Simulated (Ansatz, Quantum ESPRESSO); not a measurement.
## BaCa (Pm-3m): from the cell to the phonon bands

How does BaCa (Pm-3m) vibrate, and is this structure a minimum?

Calculated with Quantum ESPRESSO 7.5; DFT PBE, scalar-relativistic, plane waves, SG15 norm-conserving pseudopotentials.

The structure was built from a prototype and need not be the compound's stable phase.

**1. Starting point**

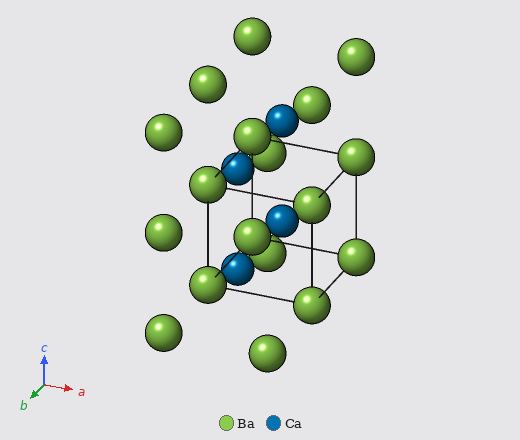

Start, viewed from a free direction; barium green, calcium blue. 1×2×2 cells are drawn. Some periodic images of atoms are drawn too.

**2. A probe with smearing**

Before anything dear is run, a loose run with smearing shows whether this is a metal and how far the cell is from rest.

probe.in

```
&CONTROL
  calculation = 'scf'
  prefix      = 'x'
  outdir      = './tmp'
  pseudo_dir  = './pseudo'
  tprnfor     = .true.
  tstress     = .true.
  verbosity   = 'high'
/
&SYSTEM
  ibrav       = 0
  nat         = 2
  ntyp        = 2
  ecutwfc     = 60.0
  occupations = 'smearing'
  smearing    = 'gaussian'
  degauss     = 0.01
/
&ELECTRONS
  conv_thr         = 1.0d-07
  mixing_beta      = 0.7
  electron_maxstep = 100
/
ATOMIC_SPECIES
 Ba    137.3270  Ba.upf
 Ca     40.0780  Ca.upf
CELL_PARAMETERS angstrom
     4.637717620    0.000000000    0.000000000
     0.000000000    4.637717620    0.000000000
     0.000000000    0.000000000    4.637717620
ATOMIC_POSITIONS crystal
 Ba     0.000000000   0.000000000   0.000000000
 Ca     0.500000000   0.500000000   0.500000000
K_POINTS automatic
 4 4 4 0 0 0
```

Command:

```sh
$ OMP_NUM_THREADS=1 mpirun -n 4 pw.x -nk 4 -in probe.in > probe.out
```

The log of the run:

```text
[banners, grids, parts of the stress and lines that vanish by symmetry left out]
Program PWSCF v.7.5
     Message from routine setup:
     using ibrav=0 with symmetry is DISCOURAGED, use correct ibrav instead
[...]
kinetic-energy cutoff     =      60.0000  Ry
     charge density cutoff     =     240.0000  Ry
     scf convergence threshold =      1.0E-07
[...]
Exchange-correlation= PBE
                           (   1   4   3   4   0   0   0)
[...]
48 Sym. Ops., with inversion, found
[...]
(     0          1          0      )
                  (     0          0          1      )
[...]
(  0.0000000  1.0000000  0.0000000 )
                  (  0.0000000  0.0000000  1.0000000 )
[...]
(     0         -1          0      )
                  (     0          0          1      )
[...]
(     0          0          1      )
                  (     1          0          0      )
[...]
( -1.0000000  0.0000000  0.0000000 )
                  (  0.0000000  1.0000000  0.0000000 )
[...]
number of k points=    10  Gaussian smearing, width (Ry)=  0.0100
[...]
c_bands:  1 eigenvalues not converged
[...]
End of self-consistent calculation
[...]
the Fermi energy is     5.9227 ev
!    total energy              =    -125.20837845 Ry
[...]
convergence has been achieved in   7 iterations
[...]
atom    1 type  1   force =     0.00000000    0.00000000    0.00000000
     atom    2 type  2   force =     0.00000000    0.00000000    0.00000000
[...]
Total force =     0.000000     Total SCF correction =     0.000000
[...]
total   stress  (Ry/bohr**3)                   (kbar)     P=        5.69
[...]
XML data file, charge density, pseudopotentials, collected wavefunctions

   JOB DONE.
```

Elapsed: 4.5 s, on 4 MPI ranks of Arm Neoverse V2, shared host; 18 s of CPU time.

Numbers from this step:

- volume per atom: 49.88 Å³
- pressure: 0.5690 GPa
- gap on the k-mesh: 0 eV

No gap opens on this mesh, so smearing is kept; the start stands at 0.57 GPa.

**3. Relaxing the cell and atoms**

The harmonic expansion starts where the forces on the atoms vanish, and stress shifts the frequencies, so cell and atoms are relaxed with tight thresholds.

relax.in

```
&CONTROL
  calculation   = 'vc-relax'
  prefix        = 'x'
  outdir        = './tmp'
  pseudo_dir    = './pseudo'
  tprnfor       = .true.
  tstress       = .true.
  forc_conv_thr = 2.0d-05
  etot_conv_thr = 1.0d-07
  nstep         = 40
/
&SYSTEM
  ibrav       = 0
  nat         = 2
  ntyp        = 2
  ecutwfc     = 60.0
  occupations = 'smearing'
  smearing    = 'mv'
  degauss     = 0.02
/
&ELECTRONS
  conv_thr         = 1.0d-11
  mixing_beta      = 0.7
  electron_maxstep = 100
/
&IONS
/
&CELL
  press_conv_thr = 0.2
/
ATOMIC_SPECIES
 Ba    137.3270  Ba.upf
 Ca     40.0780  Ca.upf
CELL_PARAMETERS angstrom
     4.637717620    0.000000000    0.000000000
     0.000000000    4.637717620    0.000000000
     0.000000000    0.000000000    4.637717620
ATOMIC_POSITIONS crystal
 Ba     0.000000000   0.000000000   0.000000000
 Ca     0.500000000   0.500000000   0.500000000
K_POINTS automatic
 8 8 8 0 0 0
```

Command:

```sh
$ OMP_NUM_THREADS=1 mpirun -n 4 pw.x -nk 4 -in relax.in > relax.out
```

The log of the run:

```text
[banners, grids, parts of the stress and lines that vanish by symmetry left out]
[banner, memory and clock lines left out]
Program PWSCF v.7.5

[...]
kinetic-energy cutoff     =      60.0000  Ry
     charge density cutoff     =     240.0000  Ry
     scf convergence threshold =      1.0E-11
[...]
energy convergence thresh.=      1.0E-07
     force convergence thresh. =      2.0E-05
     press convergence thresh. =      2.0E-01
     Exchange-correlation= PBE
                           (   1   4   3   4   0   0   0)
[...]
48 Sym. Ops., with inversion, found
[...]
number of k points=    35  Marzari-Vanderbilt smearing, width (Ry)=  0.0200
[...]
c_bands:  1 eigenvalues not converged
     c_bands:  1 eigenvalues not converged
     c_bands:  1 eigenvalues not converged
[...]
End of self-consistent calculation
[...]
the Fermi energy is     5.8419 ev
!    total energy              =    -125.20931866 Ry
[...]
convergence has been achieved in  10 iterations
[...]
atom    1 type  1   force =     0.00000000    0.00000000    0.00000000
     atom    2 type  2   force =     0.00000000    0.00000000    0.00000000
     Total force =     0.000000     Total SCF correction =     0.000000
[...]
total   stress  (Ry/bohr**3)                   (kbar)     P=        7.16
[...]
number of bfgs steps    =   0
[...]
CELL_PARAMETERS (angstrom)
[...]
ATOMIC_POSITIONS (crystal)
Ba               0.0000000000        0.0000000000        0.0000000000
Ca               0.5000000000        0.5000000000        0.5000000000
[...]
New effective cutoffs (rho, wfc):  238.94   59.85
[...]
End of self-consistent calculation
[...]
the Fermi energy is     5.8149 ev
!    total energy              =    -125.20943412 Ry
[...]
convergence has been achieved in   5 iterations
[...]
atom    1 type  1   force =     0.00000000    0.00000000    0.00000000
     atom    2 type  2   force =     0.00000000    0.00000000    0.00000000
     Total force =     0.000000     Total SCF correction =     0.000000
[...]
total   stress  (Ry/bohr**3)                   (kbar)     P=        6.66
[...]
number of bfgs steps    =   1
[...]
WARNING: bfgs curvature condition failed, Theta= 0.857
[...]
CELL_PARAMETERS (angstrom)
[...]
ATOMIC_POSITIONS (crystal)
Ba               0.0000000000        0.0000000000        0.0000000000
Ca               0.5000000000        0.5000000000        0.5000000000
[...]
New effective cutoffs (rho, wfc):  238.30   59.69
[...]
End of self-consistent calculation
[...]
the Fermi energy is     5.7853 ev
!    total energy              =    -125.20955193 Ry
[...]
convergence has been achieved in   6 iterations
[...]
atom    1 type  1   force =     0.00000000    0.00000000    0.00000000
     atom    2 type  2   force =     0.00000000    0.00000000    0.00000000
     Total force =     0.000000     Total SCF correction =     0.000000
[...]
total   stress  (Ry/bohr**3)                   (kbar)     P=        6.12
[...]
number of bfgs steps    =   2
[...]
CELL_PARAMETERS (angstrom)
[...]
ATOMIC_POSITIONS (crystal)
[...]
New effective cutoffs (rho, wfc):  237.35   59.45
[...]
convergence has been achieved in   8 iterations
[...]
atom    1 type  1   force =     0.00000000    0.00000000    0.00000000
     atom    2 type  2   force =     0.00000000    0.00000000    0.00000000
     Total force =     0.000000     Total SCF correction =     0.000000
[...]
total   stress  (Ry/bohr**3)                   (kbar)     P=        2.48
[...]
number of bfgs steps    =   5
[...]
New effective cutoffs (rho, wfc):  230.74   57.79
[...]
the Fermi energy is     5.4363 ev
!    total energy              =    -125.21023978 Ry
[...]
convergence has been achieved in   8 iterations
[...]
atom    1 type  1   force =     0.00000000    0.00000000    0.00000000
     atom    2 type  2   force =     0.00000000    0.00000000    0.00000000
     Total force =     0.000000     Total SCF correction =     0.000000
[...]
total   stress  (Ry/bohr**3)                   (kbar)     P=        0.08
[...]
number of bfgs steps    =   6
[...]
New effective cutoffs (rho, wfc):  230.63   57.77
[...]
the Fermi energy is     5.4313 ev
!    total energy              =    -125.21023992 Ry
[...]
convergence has been achieved in   5 iterations
[...]
atom    1 type  1   force =     0.00000000    0.00000000    0.00000000
     atom    2 type  2   force =     0.00000000    0.00000000    0.00000000
     Total force =     0.000000     Total SCF correction =     0.000000
[...]
total   stress  (Ry/bohr**3)                   (kbar)     P=        0.00
[...]
number of bfgs steps    =   7
[...]
small trust_radius: resetting bfgs history
[...]
CELL_PARAMETERS (angstrom)
[...]
ATOMIC_POSITIONS (crystal)
[...]
New effective cutoffs (rho, wfc):  230.63   57.77
[...]
End of self-consistent calculation
[...]
the Fermi energy is     5.4313 ev
!    total energy              =    -125.21023992 Ry
[...]
convergence has been achieved in   1 iterations
[...]
atom    1 type  1   force =     0.00000000    0.00000000    0.00000000
     atom    2 type  2   force =     0.00000000    0.00000000    0.00000000
     Total force =     0.000000     Total SCF correction =     0.000000
[...]
total   stress  (Ry/bohr**3)                   (kbar)     P=        0.00
[...]
bfgs converged in   9 scf cycles and   8 bfgs steps
[...]
End of BFGS Geometry Optimization
     Final enthalpy           =    -125.2102399247 Ry
     File ./tmp/x.bfgs deleted, as requested
[...]
CELL_PARAMETERS (angstrom)
[...]
ATOMIC_POSITIONS (crystal)
Ba               0.0000000000        0.0000000000        0.0000000000
Ca               0.5000000000        0.5000000000        0.5000000000
[...]
Final scf calculation at the relaxed structure.
[...]
kinetic-energy cutoff     =      60.0000  Ry
     charge density cutoff     =     240.0000  Ry
     scf convergence threshold =      1.0E-13
[...]
press convergence thresh. =      2.0E-01
     Exchange-correlation= PBE
                           (   1   4   3   4   0   0   0)
[...]
48 Sym. Ops., with inversion, found
[...]
number of k points=    35  Marzari-Vanderbilt smearing, width (Ry)=  0.0200
[...]
c_bands:  4 eigenvalues not converged
[...]
c_bands:  4 eigenvalues not converged
[...]
c_bands:  1 eigenvalues not converged
[...]
End of self-consistent calculation
[...]
the Fermi energy is     5.4313 ev
!    total energy              =    -125.21024173 Ry
[...]
convergence has been achieved in  12 iterations
[...]
atom    1 type  1   force =     0.00000000    0.00000000    0.00000000
     atom    2 type  2   force =     0.00000000    0.00000000    0.00000000
     Total force =     0.000000     Total SCF correction =     0.000000
[...]
total   stress  (Ry/bohr**3)                   (kbar)     P=        0.00
[...]
XML data file, charge density, pseudopotentials, collected wavefunctions
```

The job ended after 83 s (4 MPI ranks; 5.6 min of CPU time).

Step by step:

```
step  energy less that of the first step (eV)  largest force (eV/Å)  pressure (GPa)  volume (Å³)
   1                                   0.0000                0.0000            0.72        99.75
   2                                  -0.0016                0.0000            0.67       100.11
   3                                  -0.0032                0.0000            0.61       100.52
   4                                  -0.0053                0.0000            0.53       101.12
   5                                  -0.0080                0.0000            0.42       102.03
   6                                  -0.0109                0.0000            0.25       103.41
   7                                  -0.0125                0.0000            0.01       105.50
   8                                  -0.0125                0.0000            0.00       105.57
   9                                  -0.0125                0.0000            0.00       105.57
  10                                  -0.0126                0.0000            0.00       105.57
```

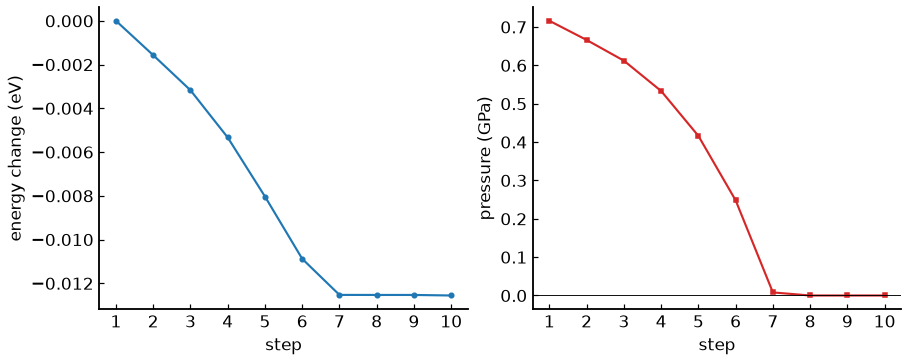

Energy and pressure along the relaxation.

```
conventional cell, symmetrised  before  after  change
                         a (Å)   4.638  4.726  +1.9 %
                         b (Å)   4.638  4.726  +1.9 %
                         c (Å)   4.638  4.726  +1.9 %
              volume (Å³/atom)   49.88  52.79  +5.8 %
```

The relaxed structure:

```cif
data_structure
_symmetry_space_group_name_H-M 'P 1'
_symmetry_Int_Tables_number 1
_cell_length_a 4.7263
_cell_length_b 4.7263
_cell_length_c 4.7263
_cell_angle_alpha 90.000
_cell_angle_beta 90.000
_cell_angle_gamma 90.000
_cell_volume 105.57
loop_
_atom_site_label
_atom_site_type_symbol
_atom_site_fract_x
_atom_site_fract_y
_atom_site_fract_z
_atom_site_occupancy
Ba1 Ba 0.00000 0.00000 0.00000 1
Ca2 Ca 0.50000 0.50000 0.50000 1
```

The last row of the table of steps is pw.x's closing run on a basis chosen anew for the final cell, so its energy can jump.

Numbers from this step:

| Property | Result |
| --- | --- |
| volume per atom | 52.79 Å³ |
| pressure | 0 GPa |

The volume changes by +5.8 % from the cell with which this run began.

**4. Self-consistent run for the response**

Perturbation theory inherits every error of the wavefunctions, so the threshold is set near the limit of the arithmetic. Smearing stays on, as the first look found no gap above 0.3 eV.

scf.in

```
&CONTROL
  calculation = 'scf'
  prefix      = 'x'
  outdir      = './tmp'
  pseudo_dir  = './pseudo'
  tprnfor     = .true.
  tstress     = .true.
/
&SYSTEM
  ibrav       = 0
  nat         = 2
  ntyp        = 2
  ecutwfc     = 60.0
  occupations = 'smearing'
  smearing    = 'mv'
  degauss     = 0.02
/
&ELECTRONS
  conv_thr         = 1.0d-12
  mixing_beta      = 0.7
  electron_maxstep = 100
/
ATOMIC_SPECIES
 Ba    137.3270  Ba.upf
 Ca     40.0780  Ca.upf
CELL_PARAMETERS angstrom
     4.726270191    0.000000000    0.000000000
     0.000000000    4.726270191    0.000000000
     0.000000000    0.000000000    4.726270191
ATOMIC_POSITIONS crystal
 Ba     0.000000000   0.000000000   0.000000000
 Ca     0.500000000   0.500000000   0.500000000
K_POINTS automatic
 8 8 8 0 0 0
```

Command:

```sh
$ OMP_NUM_THREADS=1 mpirun -n 4 pw.x -nk 4 -in scf.in > scf.out
```

The log of the run:

```text
[banners, grids, parts of the stress and lines that vanish by symmetry left out]
[banner, memory and clock lines left out]
Program PWSCF v.7.5

[...]
kinetic-energy cutoff     =      60.0000  Ry
     charge density cutoff     =     240.0000  Ry
     scf convergence threshold =      1.0E-12
[...]
Exchange-correlation= PBE
                           (   1   4   3   4   0   0   0)
[...]
48 Sym. Ops., with inversion, found
[...]
number of k points=    35  Marzari-Vanderbilt smearing, width (Ry)=  0.0200
[...]
c_bands:  1 eigenvalues not converged
[...]
End of self-consistent calculation
[...]
the Fermi energy is     5.4313 ev
!    total energy              =    -125.21024173 Ry
[...]
convergence has been achieved in  10 iterations
[...]
atom    1 type  1   force =     0.00000000    0.00000000    0.00000000
     atom    2 type  2   force =     0.00000000    0.00000000    0.00000000
     Total force =     0.000000     Total SCF correction =     0.000000
[...]
total   stress  (Ry/bohr**3)                   (kbar)     P=        0.00
[...]
XML data file, charge density, pseudopotentials, collected wavefunctions
```

Run time: 15 s. Hardware: 4 MPI ranks.

The cell stands at 0 GPa, close enough for phonons.

(Part 1 of 4 ends here.)

[Host names and launcher messages were left out of these logs when they were recorded.]

[Logs are printed without paths, hosts, clocks, repeated set-up lines and the standing remarks that a program may print on its own settings, such as how far it seeks lower states.]

[Hosts, paths, dates, database ids (printed as entryN), source tags and the programs' standing remarks are cut or masked in the printed files.]
